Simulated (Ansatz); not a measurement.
Consider Be₂SbCl.

Input

```
crystal:
  lattice:
    - [2.3452173986, -2.6103248488, 0.0]
    - [2.3452173986, 2.6103248488, 0.0]
    - [0.0, 0.0, 6.6680761943]
  atoms:
    - { symbol: Be, position: [0.5, 0.5, 0.6502592308] }
    - { symbol: Be, position: [0.5, 0.5, 0.3497407692] }
    - { symbol: Sb, position: [0.5, 0.5, 0.0] }
    - { symbol: Cl, position: [0.0, 0.0, 0.5] }
basis:
  ecutwfc: 420
kpoints:
  mp_grid: { grid: [14, 14, 8] }
hamiltonian:
  xc: pbe
scf:
  occupations: { method: gaussian, width: 0.1 }
output:
  forces: true
  stress: true
  eigenvalues: true
  write_density: true
  write_potential: true
  elf: true
  volumetric_format: npy
relax:
  adjacent_minimum: "off"
  f_tol: 0.01
  max_steps: 80
  cell: { stress_tol: 0.05 }
```

Run with:

```sh
ansatz run input.yaml --threads 1 --pin off --max-ram 2048MiB --backend cpu --events-out ev --progress --plain --runs-dir out
```

Below, planes, directions and counts refer to the conventional cell (a = 4.74 Å, b = 5.14 Å, c = 6.67 Å, α = 90.00°, β = 90.00°, γ = 90.00°).

The fields are those of the run's last geometry, not of the input's.

Space group Cmmm; a structure generated by program, which may or may not match a known phase.

All numbers below come from DFT PBE, scalar-relativistic, plane waves, PAW (Ansatz).

**What will maps of the valence pseudo-density and electron localisation function show?**

Be–Sb (2.33 Å): the density is about 0.55 e/Å³ at the midpoint; the ELF is about 0.75 at the midpoint.
Be–Cl (2.57 Å): ρ is about 0.26 e/Å³ halfway, with its minimum of 0.2 e/Å³ about 0.9 Å from Be; the ELF peaks at about 0.85 in the valence shell of Cl, 0.7 Å from its nucleus, and drops to about 0.40 between the two atoms.

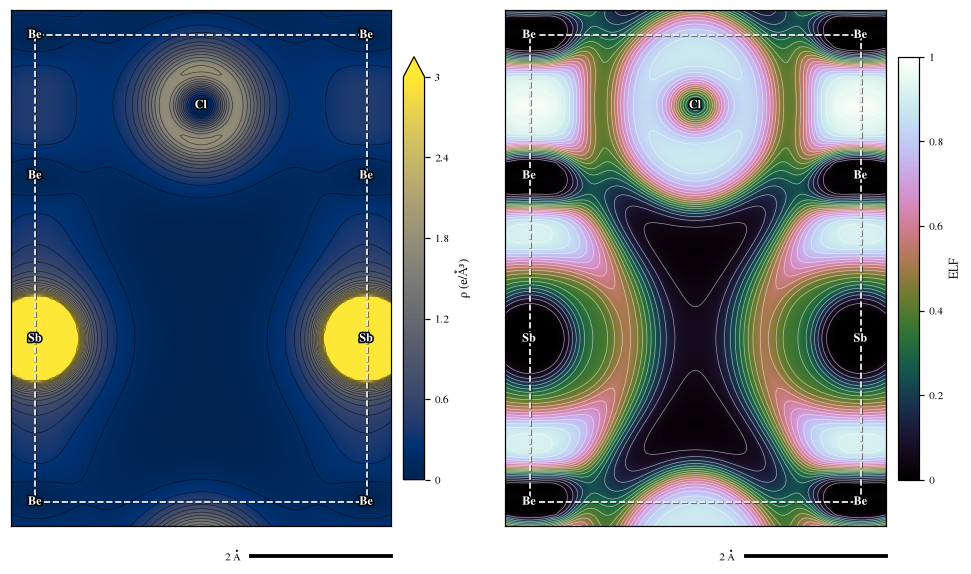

Computed valence pseudo-density and electron localisation function on the (010) plane of the conventional cell, in this order. 

In a PAW calculation such maps are meaningful between the atoms, not at the nuclei.
